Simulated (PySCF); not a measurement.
# CH₈ClSi₃ (doublet): what the fields show

| atom | x (Å) | y (Å) | z (Å) |
| --- | --- | --- | --- |
| C | 2.6941 | -0.5141 | 0.2450 |
| Si | 1.2615 | -0.3645 | -0.8649 |
| Si | -0.4208 | 0.9799 | 0.1202 |
| Si | -2.4475 | -0.0733 | 0.5157 |
| Cl | -3.0834 | -0.9443 | -1.2092 |
| H | 3.4763 | 0.2241 | 0.2827 |
| H | 2.7312 | -1.2356 | 1.0428 |
| H | 0.6615 | -1.6775 | -1.1387 |
| H | 1.6457 | 0.2544 | -2.1399 |
| H | -0.6328 | 2.1789 | -0.7094 |
| H | 0.0349 | 1.5435 | 1.4016 |
| H | -3.5553 | 0.7858 | 0.9381 |
| H | -2.3698 | -1.1569 | 1.4980 |

Geometry: GFN2-xTB.

Level of theory: UKS B3LYP, pcH-1 on C Cl H Si, non-relativistic, mean-field spin-orbit, GIAO (PySCF).

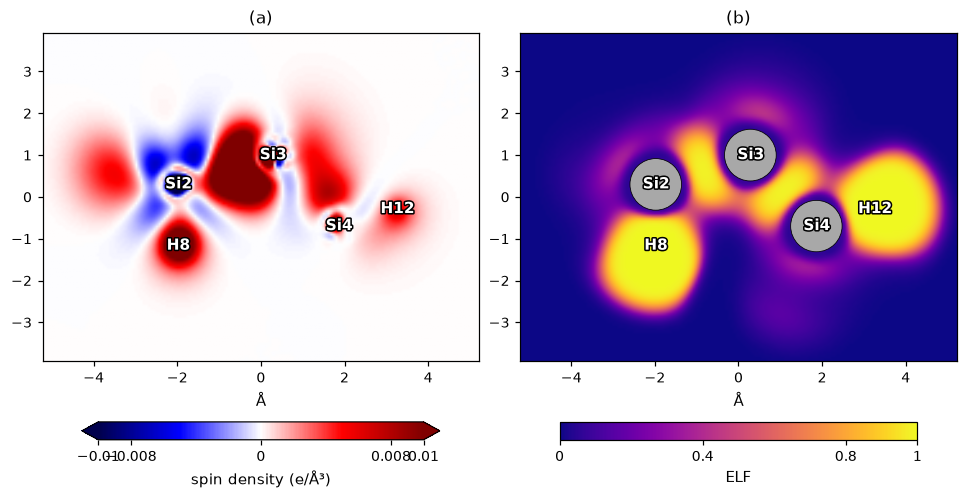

Figure 1. (a) spin density; (b) electron localisation function on the plane of atoms Si2, Si3 and Si4. Grey discs cover the atomic cores in the ELF map.

Interpret the plot.

Atoms in the plane: Si and H. Si–Si (2.32 Å): the ELF peaks at about 1 between the atoms; a shared electron pair. Si–Si (2.37 Å): the ELF peaks at about 1 between the atoms: a shared electron pair. Si–H (1.46 Å): the ELF climbs to about 1 towards the hydrogen, as it does in any bond to H. The unpaired spin (1 electron) lies mostly on C1 (about 0.7), in electrons by Hirshfeld's partition.

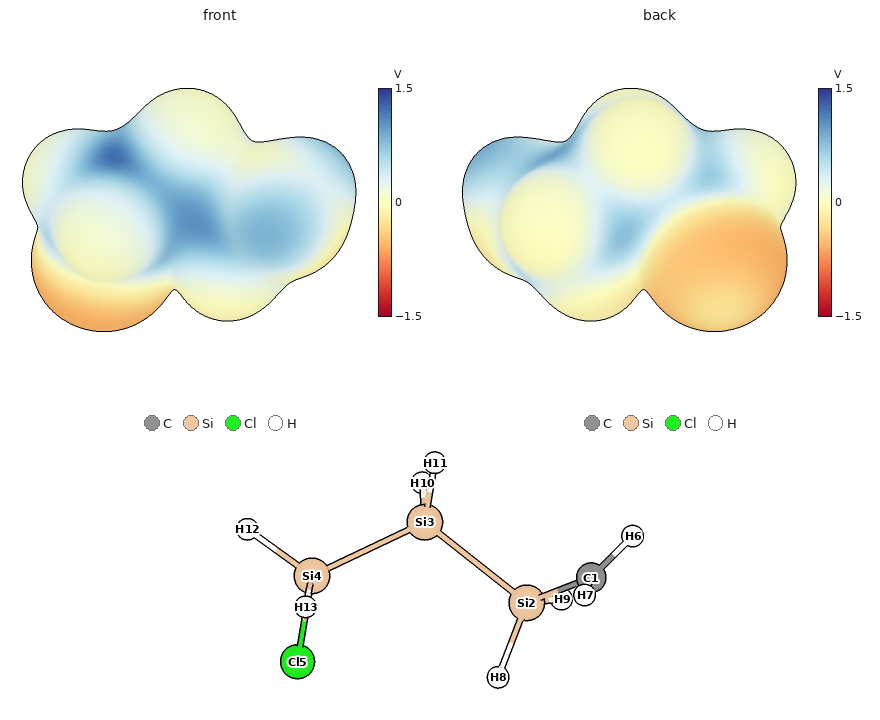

Figure 2. The molecular electrostatic potential painted on the density surface at 0.001 e/bohr³, seen from the front and from behind; red is negative and blue positive. The bare structure is drawn below in the same view.

Where is the surface potential most negative and most positive?

The most negative region (about −0.6 V) lies over Cl5, the most positive (about +1.1 V) over Si4.
